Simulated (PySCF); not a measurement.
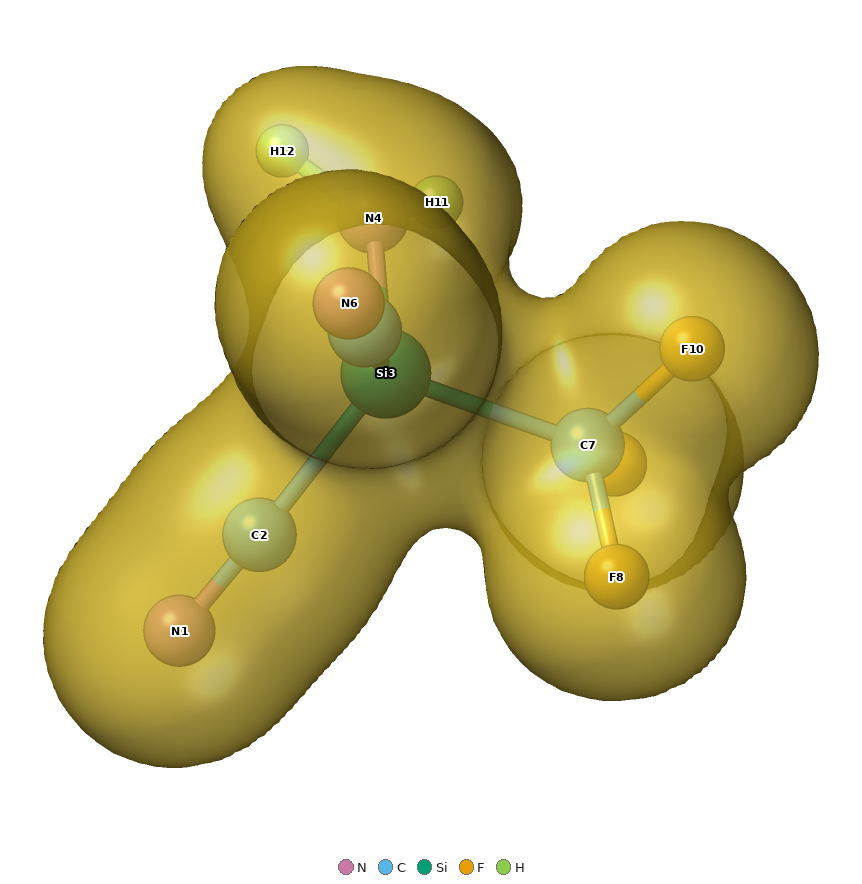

Figure. C$_{3}$H$_{2}$F$_{3}$N$_{3}$Si. Isosurface of the total electron density at 0.1 e/Å³ (yellow), seen at a tilt.

Geometry: GFN2-xTB.

Theory: PBE0/pcSseg-1, SCF density, gas phase, non-relativistic (PySCF 2.14.0).

The calculation's input:

```
{"job": {"kind": "nmr", "xc": "PBE0", "basis": "pcSseg-1"}, "charge": 0, "multiplicity": 1}
N      2.298007    -0.176172    -2.207938
C      1.526967    -0.009502    -1.379441
Si     0.316426     0.254419     0.023149
N      0.727140    -0.295827     1.577532
C     -0.122004     2.066435     0.012487
N     -0.363601     3.183837     0.008850
C     -1.270218    -0.765695    -0.439779
F     -1.692063    -0.565356    -1.697983
F     -1.049621    -2.092458    -0.316853
F     -2.312938    -0.489987     0.364536
H      0.462521    -1.208916     1.913680
H      1.480583     0.098538     2.115735
```

Command:

```sh
OMP_NUM_THREADS=1 python probes_run.py task.json out
```

Question: What does this surface tell about the bonding?

Answer: At this value the surface is in one piece. It bridges the sampled C–N (1.14 Å), C–F (1.34 Å), Si–N (1.70 Å) and C–Si (1.86 Å) contacts, where the density stays above the isovalue. On the grid the lowest density along these lines, outside the cores, is 3.4 e/Å³ (C–N, 1.14 Å), 1.9 e/Å³ (C–F, 1.34 Å), 0.97 e/Å³ (Si–N, 1.70 Å) and 0.75 e/Å³ (C–Si, 1.86 Å).
